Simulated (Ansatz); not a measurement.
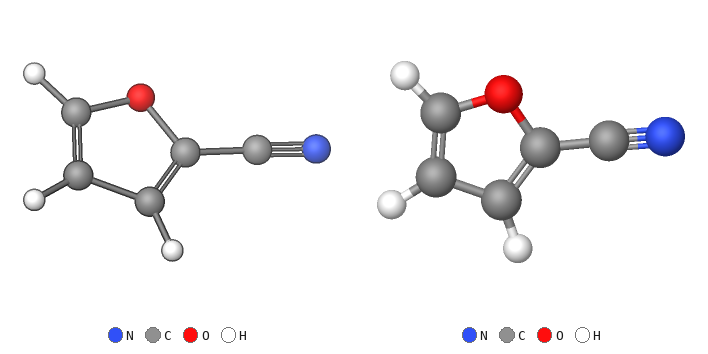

The same structure drawn twice, from different directions.

Identify the structure.

The molecule is C5H3NO. Its SMILES string is `N#Cc1ccco1`. Independent rings (smallest set): 1 of 5 members, 1 of them aromatic. Among its groups: nitrile. The point group is Cs. All atoms lie on one plane. Coordination: 1 C linear; 4 C trigonal planar; 1 O bent.

More results for the same structure follow; atom numbers are the same in all pictures, views and colours differ. The geometry was computed by an optimisation with PBE0-D4/def2-TZVP.

Geometry

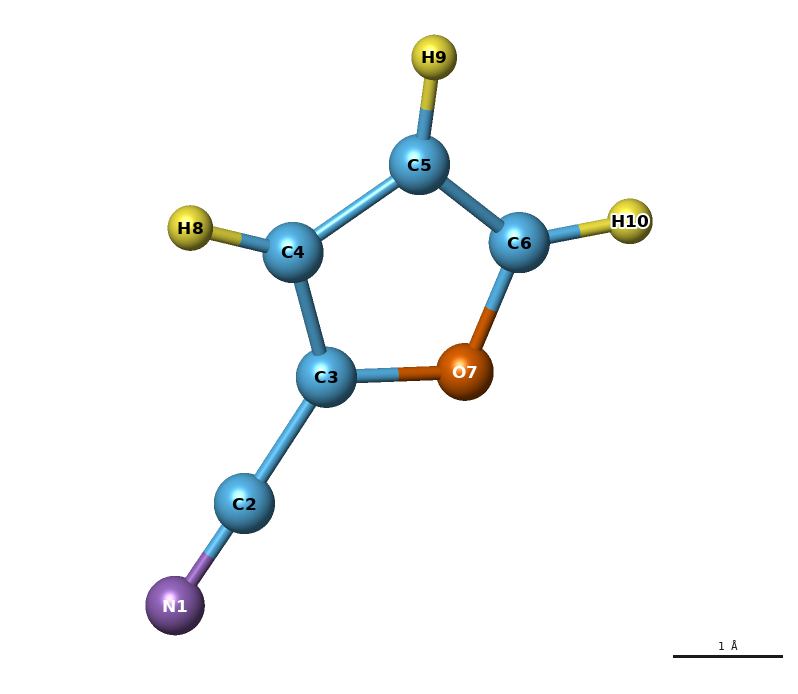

The atoms are numbered.

Give the bond lengths.

| bond | length (Å) | order |
| --- | --- | --- |
| N1–C2 | 1.152 | triple |
| C2–C3 | 1.409 | single |
| C3–C4 | 1.361 | aromatic |
| C3–O7 | 1.357 | aromatic |
| C4–C5 | 1.418 | aromatic |
| C4–H8 | 1.078 | single |
| C5–C6 | 1.357 | aromatic |
| C5–H9 | 1.078 | single |
| C6–O7 | 1.344 | aromatic |
| C6–H10 | 1.078 | single |

Vibrations

Harmonic vibrations computed with RKS PBE0-D4/def2-TZVP (Ansatz 0.2.0) at a stationary point of the same level.

> List the wavenumbers.

24 modes: 168, 180, 494, 568, 584, 613, 681, 777, 854, 902, 907, 962, 1044, 1124, 1200, 1263, 1284, 1434, 1524, 1629, 2367, 3274, 3287, 3301 cm⁻¹.

Electronic properties

Properties computed with RKS PBE0-D4/def2-TZVPP (Ansatz 0.2.0).

> Give the HOMO energy (Kohn–Sham orbital) at this level.

−7.40 eV.

> Give the dispersion correction at this level.

−19.5 kJ/mol.

> What is the HOMO–LUMO gap?

5.99 eV.

Thermal motion

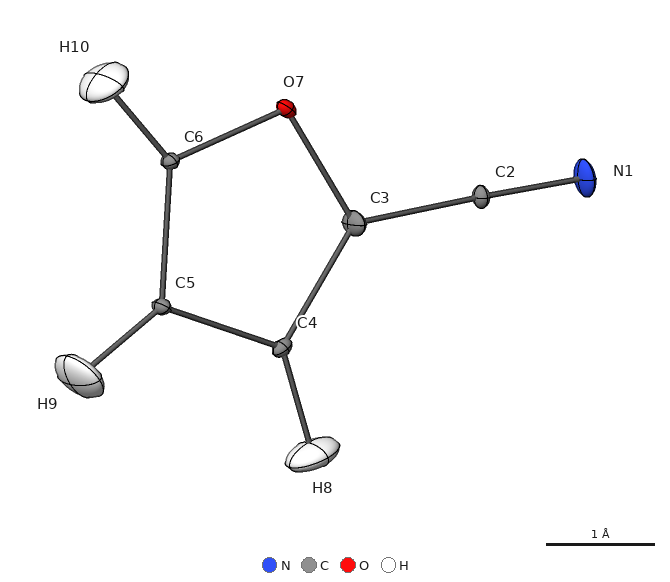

Displacement ellipsoids at the 50 % level, from the internal vibrations of the free molecule (harmonic, no overall translation or rotation; no half-axis is drawn under 0.075 Å). Vibrations computed with RKS PBE0-D4/def2-TZVP (Ansatz 0.2.0). Temperature: 600 K.

> Which atom moves most?

H9, with U_eq = 0.0262 Å².

> Does H9 move more along its bond or across it?

Across it: the root-mean-square amplitude is 0.079 Å along the bond and up to 0.219 Å across, since bending and torsion are softer than stretching.

List U_eq and the three principal root-mean-square amplitudes for each kind of atom.

```tsv
atom	U_eq (Å²)	rms amplitudes (Å)
N1	0.0085	0.040, 0.102, 0.116
C2	0.0037	0.037, 0.069, 0.071
C3	0.0066	0.031, 0.076, 0.114
C4	0.0032	0.036, 0.061, 0.068
C5	0.0035	0.036, 0.052, 0.081
C6	0.0030	0.034, 0.053, 0.071
O7	0.0033	0.033, 0.064, 0.068
H8	0.0214	0.079, 0.168, 0.173
H9	0.0262	0.079, 0.156, 0.219
H10	0.0234	0.078, 0.153, 0.202
```

Dipole moment

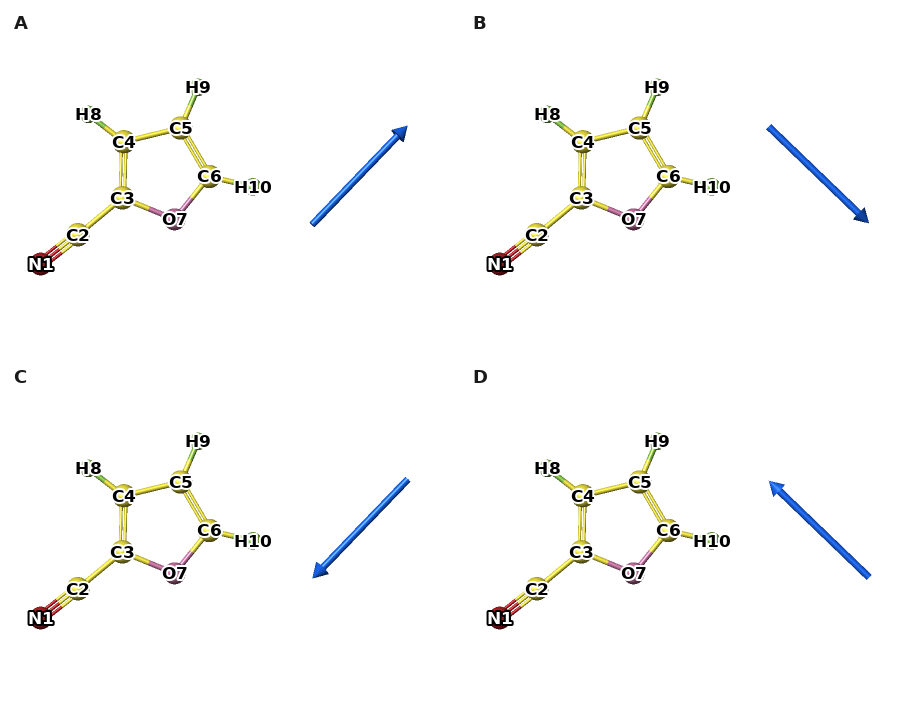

The same molecule four times, each with an arrow. Properties computed with RKS PBE0-D4/def2-TZVP (Ansatz 0.2.0).

> Which arrow points along the dipole moment, from the negative to the positive end?

A. The dipole moment is 4.82 D; it points from the side of N1 to the side of H9 (the outermost atoms at the two ends).
